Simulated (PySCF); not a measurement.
## Two runs on C₆H₈

System: C₆H₈ (1,4-cyclohexadiene), SMILES C1=CCC=CC1.
Method of the first run: GIAO PBE0/STO-3G NMR shielding, non-relativistic, gas phase (PySCF 2.14.0).

The geometry comes from this level: PBE0-D3(BJ)/def2-SVP. Text and figures count atoms from 1; the logs count them from 0 in places.

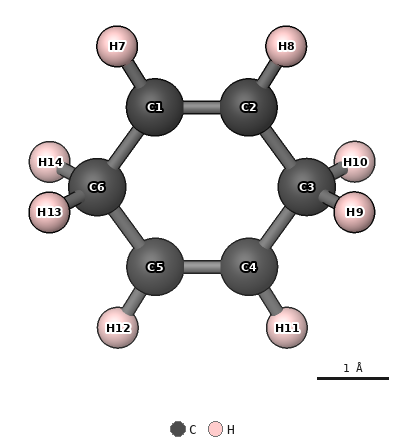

The structure (ball-and-stick view, seen at an oblique angle; atoms are numbered from 1 in the order of the input).

### Input file, the first run
```
{"job": {"kind": "nmr", "xc": "PBE0", "basis": "STO-3G", "pop": true}, "charge": 0, "multiplicity": 1}
C     -0.357414     1.359570    -0.178320
C      0.940430     1.044365    -0.169213
C      1.452276    -0.351649     0.009755
C      0.357414    -1.359571     0.178320
C     -0.940430    -1.044365     0.169212
C     -1.452276     0.351649    -0.009755
H     -0.656718     2.403941    -0.315378
H      1.686901     1.834871    -0.299030
H      2.138011    -0.392844     0.878518
H      2.091067    -0.631464    -0.850704
H      0.656718    -2.403941     0.315376
H     -1.686901    -1.834871     0.299028
H     -2.091065     0.631464     0.850706
H     -2.138012     0.392844    -0.878516
```

The first line tells a small driver script what to run in PySCF; the rest is the geometry in Å.

Hardware: 1 CPU thread, shared host.

### Output (the first run)
```
coarse grid: 11480 points
cycle   1  E = -230.3457266518  dE =  8.432e-01  |g| = 1.815e-01  |ddm| = 4.910e+00
cycle   2  E = -230.3543006241  dE = -8.574e-03  |g| = 1.042e-01  |ddm| = 4.530e-01
cycle   3  E = -230.3581873721  dE = -3.887e-03  |g| = 7.718e-03  |ddm| = 1.682e-01
cycle   4  E = -230.3582062402  dE = -1.887e-05  |g| = 2.861e-03  |ddm| = 1.414e-02
cycle   5  E = -230.3582085682  dE = -2.328e-06  |g| = 4.185e-04  |ddm| = 3.755e-03
final grid: 110224 points
cycle   6  E = -230.3372803971  dE = -7.491e-06  |g| = 3.019e-03  |ddm| = 1.254e-02
cycle   7  E = -230.3372815972  dE = -1.200e-06  |g| = 2.451e-03  |ddm| = 7.654e-03
cycle   8  E = -230.3372834223  dE = -1.825e-06  |g| = 6.334e-04  |ddm| = 3.599e-03
cycle   9  E = -230.3372835416  dE = -1.193e-07  |g| = 5.105e-05  |ddm| = 7.829e-04
cycle  10  E = -230.3372835424  dE = -7.350e-10  |g| = 1.219e-05  |ddm| = 7.785e-05
converged SCF energy = -230.3372835424

GIAO shielding tensors (ppm)
atom      isotropic    diamagn.    paramagn.     s11        s22        s33       span
  0 C      126.662     252.488    -125.826     37.017    132.803    210.166    173.148
  1 C      126.656     252.444    -125.788     37.107    132.697    210.164    173.057
  2 C      207.298     243.704     -36.406    193.832    213.871    214.192     20.359
  3 C      126.662     252.488    -125.827     37.017    132.803    210.166    173.148
  4 C      126.656     252.444    -125.788     37.107    132.697    210.164    173.057
  5 C      207.298     243.704     -36.406    193.832    213.871    214.192     20.359
  6 H       27.172      30.468      -3.296     24.529     27.426     29.561      5.032
  7 H       27.179      30.469      -3.290     24.518     27.443     29.576      5.058
  8 H       30.781      29.628       1.153     25.699     27.557     39.087     13.388
  9 H       30.781      29.629       1.153     25.700     27.556     39.089     13.389
 10 H       27.172      30.468      -3.296     24.529     27.426     29.561      5.032
 11 H       27.179      30.469      -3.290     24.518     27.443     29.576      5.059
 12 H       30.781      29.629       1.153     25.700     27.556     39.089     13.389
 13 H       30.781      29.628       1.153     25.699     27.557     39.087     13.388
```

The second run used a changed input.

### The two runs side by side

| quantity | the first run | the second run |
| --- | --- | --- |
| outcome | converged | converged |
| total energy (hartree) | −230.337284 | −233.127592 |
| HOMO (eV) | −4.83 | −6.36 |
| LUMO (eV) | 3.75 | 0.85 |
| dipole moment (D) | 0.00 | 0.00 |
| shielding of C1 (ppm) | 126.7 | 73.3 |
| shielding of C2 (ppm) | 126.7 | 73.3 |
| shielding of C3 (ppm) | 207.3 | 166.9 |
| shielding of C4 (ppm) | 126.7 | 73.3 |
| shielding of C5 (ppm) | 126.7 | 73.3 |
| shielding of C6 (ppm) | 207.3 | 166.9 |
| shielding of H10 (ppm) | 30.8 | 29.4 |
| SCF iterations | 10 | 11 |
| basis functions | 38 | 100 |
| wall time (shared host) | 6.1 s | 12 s |

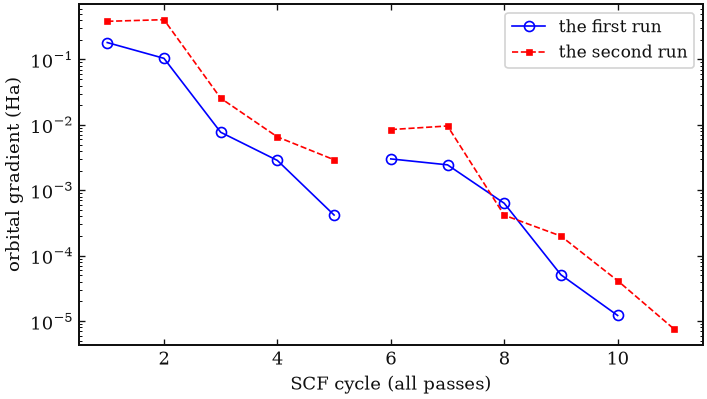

Convergence of the two runs: orbital gradient against the SCF cycle. A break in a curve parts two SCF passes (coarse and final grid). The first run takes 10 cycles in all, and the second run takes 11.

Which change of the input explains these differences?

The change (lines with − go, lines with + come):
```diff
-"basis": "STO-3G"
+"basis": "6-31G*"
```

The total energy of the second run is 1750.9 kcal/mol lower, which measures the change of basis and not a stability. The HOMO goes from −4.83 to −6.36 eV. The LUMO goes from 3.75 to 0.85 eV. Of all shieldings, the largest change is that of C1, C2, C4 and C5, by −53.4 ppm. The SCF takes 11 iterations against 10. The basis functions go from 38 to 100.

### Output (the second run)
```
coarse grid: 11480 points
cycle   1  E = -233.1380687157  dE =  7.596e-01  |g| = 3.835e-01  |ddm| = 3.430e+00
cycle   2  E = -233.1356055588  dE =  2.463e-03  |g| = 4.062e-01  |ddm| = 9.422e-01
cycle   3  E = -233.1807172150  dE = -4.511e-02  |g| = 2.559e-02  |ddm| = 5.424e-01
cycle   4  E = -233.1808594936  dE = -1.423e-04  |g| = 6.554e-03  |ddm| = 3.758e-02
cycle   5  E = -233.1808678836  dE = -8.390e-06  |g| = 2.930e-03  |ddm| = 9.299e-03
final grid: 110224 points
cycle   6  E = -233.1275723512  dE = -2.354e-05  |g| = 8.481e-03  |ddm| = 2.290e-02
cycle   7  E = -233.1275678893  dE =  4.462e-06  |g| = 9.625e-03  |ddm| = 1.849e-02
cycle   8  E = -233.1275918512  dE = -2.396e-05  |g| = 4.166e-04  |ddm| = 9.877e-03
cycle   9  E = -233.1275918832  dE = -3.196e-08  |g| = 1.996e-04  |ddm| = 5.161e-04
cycle  10  E = -233.1275918927  dE = -9.559e-09  |g| = 4.152e-05  |ddm| = 1.940e-04
cycle  11  E = -233.1275918931  dE = -4.169e-10  |g| = 7.499e-06  |ddm| = 4.621e-05
converged SCF energy = -233.1275918931

GIAO shielding tensors (ppm)
atom      isotropic    diamagn.    paramagn.     s11        s22        s33       span
  0 C       73.281     252.593    -179.312    -29.580     80.040    169.382    198.962
  1 C       73.276     252.548    -179.273    -29.505     79.955    169.377    198.882
  2 C      166.911     248.547     -81.636    148.132    175.274    177.327     29.194
  3 C       73.281     252.593    -179.312    -29.580     80.040    169.382    198.962
  4 C       73.276     252.548    -179.273    -29.505     79.955    169.377    198.882
  5 C      166.911     248.547     -81.636    148.132    175.275    177.327     29.194
  6 H       26.305      28.905      -2.600     24.445     26.043     28.427      3.982
  7 H       26.312      28.904      -2.592     24.435     26.061     28.440      4.005
  8 H       29.383      29.238       0.145     25.752     27.887     34.509      8.757
  9 H       29.381      29.238       0.144     25.751     27.884     34.510      8.759
 10 H       26.305      28.905      -2.600     24.445     26.043     28.427      3.982
 11 H       26.312      28.904      -2.592     24.435     26.061     28.440      4.005
 12 H       29.381      29.238       0.144     25.751     27.884     34.510      8.759
 13 H       29.383      29.238       0.145     25.752     27.887     34.509      8.757
```
